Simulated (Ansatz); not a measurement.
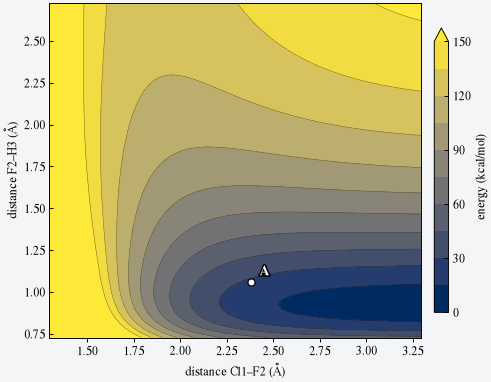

The system Cl⁻ + FH. 
- First axis: distance Cl1–F2. Second axis: distance F2–H3.
- Nothing is relaxed (the angle Cl1–F2–H3 is fixed at 180 degrees).
- Grid: 17 × 17 points.
- Points are written as (first, second).
- Energies are in kcal/mol, from Cl with charge -1 far from the relaxed FH (each part in its own basis).
- The reference is spin-restricted, so regions where a bond is pulled apart into radicals lie too high.
- All numbers below come from RKS PBE0-D4/aug-cc-pVTZ (Ansatz 0.2.0).

Drawn: filled contours, one colour for all values above the top of the scale, the point A. Between grid points the surface is interpolated.

> Which way does the force act at A, and how strong is it?

A, at (2.382 Å, 1.058 Å), is not a stationary point. The computed force is 36 kcal/mol for each Å towards larger values of distance Cl1–F2 and 97.6 kcal/mol for each Å towards smaller values of distance F2–H3.
